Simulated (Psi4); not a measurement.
# SiHSF2 (SMILES F[SiH](F)[S]) at UHSE03-D4/DZ (density fitting, Cartesian functions)

What is the electrostatic solvation energy at fixed shape (C-PCM, chlorobenzene) of SiHSF2 at UHSE03-D4/DZ (density fitting, Cartesian functions)? 

Program for the calculation: Psi4 1.11.

3 further runs of the same task are left out: 2 that didn't finish, 1 set aside as unsound or not needed.

**1. The system as given**

SiHSF2 has 5 atoms, charge 0, and is taken as a doublet. SMILES: `F[SiH](F)[S]`. The coordinates come from a PBE0-D4/def2-TZVP relaxation.

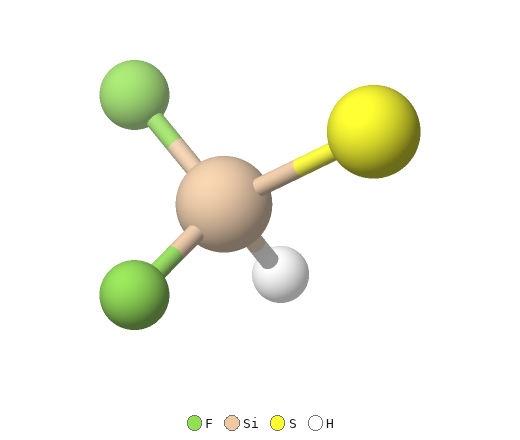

Viewed from a chosen angle; fluorine green, silicon light orange, sulfur yellow, hydrogen white.

**2. The charge distribution at UHSE03-D4/DZ (density fitting, Cartesian functions)**

Input file calc.inp:

```
memory 1600 MB

molecule {
  0 2
  F     -0.294700    -0.440200     1.515400
  Si     0.087400     0.010000     0.046800
  F      0.080600     1.592500     0.075600
  S     -1.256200    -0.752800    -1.380300
  H      1.432800    -0.483300    -0.298900
  symmetry c1
  no_reorient
  no_com
}

set reference uks

E, wfn = energy('hse03-d4/DZ', return_wfn=True)
oeprop(wfn, 'LOWDIN_CHARGES', 'MULTIPOLE(3)', 'MAYER_INDICES', title='HSE03-D4')
```

The run is started by

```bash
$ psi4 -n 1 calc.inp calc.out
```

calc.out:

```text
[...]
  Running in c1 symmetry.
[...]
  Nuclear repulsion =  219.048892368938851
[...]
  Multiplicity = 2
[...]
  Nalpha       = 25
  Nbeta        = 24
[...]
    Number of basis functions: 58
[...]
   @DF-UKS iter   1:  -887.99835784095330   -2.06156e-01   9.97426e-03 ADIIS/DIIS
[...]
   @DF-UKS iter   8:  -888.10988604968998   -5.29333e-08   5.82209e-07 DIIS
[...]
   @S^2 Observed:                7.510987158E-01
[...]
    Orbital Energies [Eh]
    ---------------------
    Alpha Occupied:
       1A    -89.112437     2A    -66.428302     3A    -24.795794
       4A    -24.795792     5A     -8.066778     6A     -6.008849
       7A     -5.997387     8A     -5.988974     9A     -5.487675
      10A     -3.821825    11A     -3.821127    12A     -3.817957
      13A     -1.271231    14A     -1.246136    15A     -0.803705
      16A     -0.606832    17A     -0.525432    18A     -0.524543
      19A     -0.501165    20A     -0.462206    21A     -0.450917
      22A     -0.443936    23A     -0.377313    24A     -0.361104
      25A     -0.322049
    Alpha Virtual:
[...]
  @DF-UKS Final Energy:  -888.10988604968998
   => Energetics <=
    Nuclear Repulsion Energy =            219.0488923689388514
    One-Electron Energy =               -1665.1298843049244169
    Two-Electron Energy =                 610.3714006570921811
    DFT Exchange-Correlation Energy =     -52.3972381299240624
    Empirical Dispersion Energy =          -0.0030566408724621
    VV10 Nonlocal Energy =                  0.0000000000000000
    Total Energy =                       -888.1098860496899761
[...]
 Multipole Moments:
 ------------------------------------------------------------------------------------
     Multipole            Electronic (a.u.)      Nuclear  (a.u.)        Total (a.u.)
 ------------------------------------------------------------------------------------
 L = 1.  Multiply by 2.5417464519 to convert [e a0] to [Debye]
 Dipole X            :         37.0926282          -36.6034281            0.4892001
 Dipole Y            :          3.4445024           -3.8123335           -0.3678311
 Dipole Z            :         13.6098177          -14.0019257           -0.3921080
 Magnitude           :                                                    0.7268873
 L = 2.  Multiply by 1.3450342976 to convert [e a0^2] to [Debye ang]
 Quadrupole XX       :       -127.0716064          100.8774876          -26.1941188
 Quadrupole XY       :        -61.2906798           59.8981256           -1.3925542
[...]
```

It took 8.1 s on 1 thread of Intel Xeon 6975P-C (Granite Rapids), shared host; peak memory 0.37 GiB.

Atomic charges (e):

| atom | Löwdin |
| --- | --- |
| F1 | -0.447 |
| Si2 | +1.067 |
| F3 | -0.447 |
| S4 | -0.081 |
| H5 | -0.092 |

**3. The charge distribution at UHSE03-D4/DZ (density fitting, Cartesian functions, C-PCM chlorobenzene)**

Input file f2hssi.inp:

```
memory 1600 MB

molecule mol {
  0 2
  F     -0.294700    -0.440200     1.515400
  Si     0.087400     0.010000     0.046800
  F      0.080600     1.592500     0.075600
  S     -1.256200    -0.752800    -1.380300
  H      1.432800    -0.483300    -0.298900
  units angstrom
  symmetry c1
  no_reorient
  no_com
}

set basis DZ
set reference uks
set pcm true

pcm = {
  Units = Angstrom
  Medium {
    SolverType = CPCM
    Solvent = Chlorobenzene
  }
  Cavity {
    Type = GePol
    RadiiSet = Bondi
    Scaling = True
    Area = 0.3
    Mode = Implicit
  }
}

result, w = energy('hse03-d4', return_wfn=True)
oeprop(w, 'LOWDIN_CHARGES', 'MULTIPOLE(3)', 'MAYER_INDICES')
```

The run is started by

```bash
$ psi4 f2hssi.inp f2hssi.out -n 1
```

f2hssi.out:

```text
[...]
  Running in c1 symmetry.
[...]
  Nuclear repulsion =  219.048892368938851
[...]
  Multiplicity = 2
[...]
  Nalpha       = 25
  Nbeta        = 24
[...]
    Number of basis functions: 58
[...]
   @DF-UKS iter   1:  -888.00812015632130   -2.15837e-01   9.93198e-03 DIIS/ADIIS
[...]
   @DF-UKS iter   8:  -888.11656982015211   -4.21745e-08   4.55138e-07 DIIS
[...]
   @S^2 Observed:                7.511068083E-01
[...]
    Orbital Energies [Eh]
    ---------------------
    Alpha Occupied:
       1A    -89.104369     2A    -66.421350     3A    -24.795018
       4A    -24.795015     5A     -8.058656     6A     -6.000631
       7A     -5.989332     8A     -5.981003     9A     -5.480409
      10A     -3.814668    11A     -3.813903    12A     -3.810463
      13A     -1.269930    14A     -1.245126    15A     -0.794748
      16A     -0.604042    17A     -0.525685    18A     -0.520599
      19A     -0.499663    20A     -0.462253    21A     -0.451424
      22A     -0.439396    23A     -0.370403    24A     -0.350576
      25A     -0.315500
    Alpha Virtual:
[...]
  @DF-UKS Final Energy:  -888.11656982015211
   => Energetics <=
    Nuclear Repulsion Energy =            219.0488923689388514
    One-Electron Energy =               -1665.1391861946874542
    Two-Electron Energy =                 610.3838448388797815
    DFT Exchange-Correlation Energy =     -52.3999379930032703
    Empirical Dispersion Energy =          -0.0030566408724621
    VV10 Nonlocal Energy =                  0.0000000000000000
    PCM Polarization Energy =              -0.0071261994075136
    Total Energy =                       -888.1165698201521082
[...]
 Multipole Moments:
 ------------------------------------------------------------------------------------
     Multipole            Electronic (a.u.)      Nuclear  (a.u.)        Total (a.u.)
 ------------------------------------------------------------------------------------
 L = 1.  Multiply by 2.5417464519 to convert [e a0] to [Debye]
 Dipole X            :         37.1876703          -36.6034281            0.5842422
 Dipole Y            :          3.4027721           -3.8123335           -0.4095614
 Dipole Z            :         13.5756457          -14.0019257           -0.4262800
 Magnitude           :                                                    0.8311402
 L = 2.  Multiply by 1.3450342976 to convert [e a0^2] to [Debye ang]
 Quadrupole XX       :       -127.0052984          100.8774876          -26.1278109
 Quadrupole XY       :        -61.4307386           59.8981256           -1.5326130
[...]
```

Run time: 9.3 s. Hardware: 1 thread of Intel Xeon 6975P-C (Granite Rapids), shared host; peak memory 0.38 GiB.

Atomic charges (e):

| atom | Löwdin |
| --- | --- |
| F1 | -0.458 |
| Si2 | +1.080 |
| F3 | -0.458 |
| S4 | -0.089 |
| H5 | -0.074 |

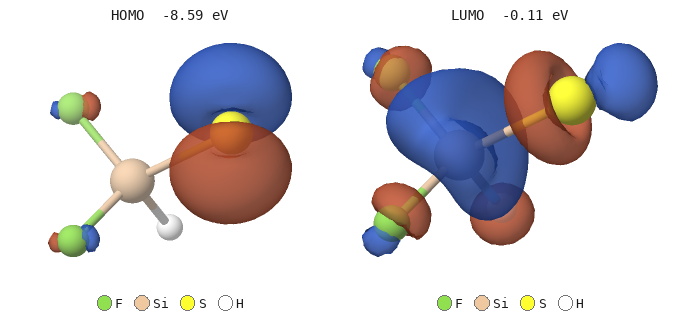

Frontier orbitals of this run (spin up), surfaces at ±0.2 Å^-3/2.

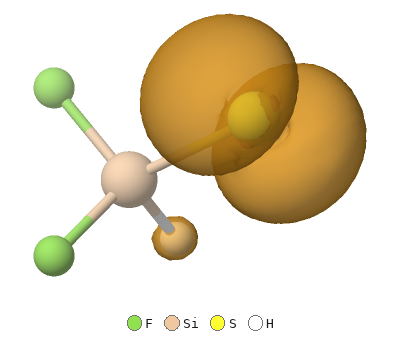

Spin density, surfaces at ±0.03 e/Å³.

**4. What came out**

At UHSE03-D4/DZ (density fitting, Cartesian functions):

| quantity | value |
| --- | --- |
| gas phase: total energy | -888.10989 Eh |
| gas phase: dipole moment | 1.85 D |
| gas phase: HOMO energy (highest over α and β) | -8.31 eV |
| gas phase: LUMO energy (lowest over α and β) | -6.34 eV |
| gas phase: dispersion energy | -8.03 kJ/mol |
| gas phase: ⟨S²⟩ | 0.751 |
| C-PCM, chlorobenzene: total energy | -888.11657 Eh |
| C-PCM, chlorobenzene: dipole moment | 2.11 D |
| C-PCM, chlorobenzene: HOMO energy (highest over α and β) | -8.13 eV |
| C-PCM, chlorobenzene: LUMO energy (lowest over α and β) | -6.05 eV |
| C-PCM, chlorobenzene: dispersion energy | -8.03 kJ/mol |
| C-PCM, chlorobenzene: solvent term in the energy | -18.7 kJ/mol |
| C-PCM, chlorobenzene: ⟨S²⟩ | 0.751 |
| energy change from gas to solvent at fixed shape | -0.182 eV |

In words: The solvent model (C-PCM, chlorobenzene) lowers the energy by 0.18 eV (−4.2 kcal/mol) at the same shape. It holds the electrostatic part alone, without cavity or dispersion terms.
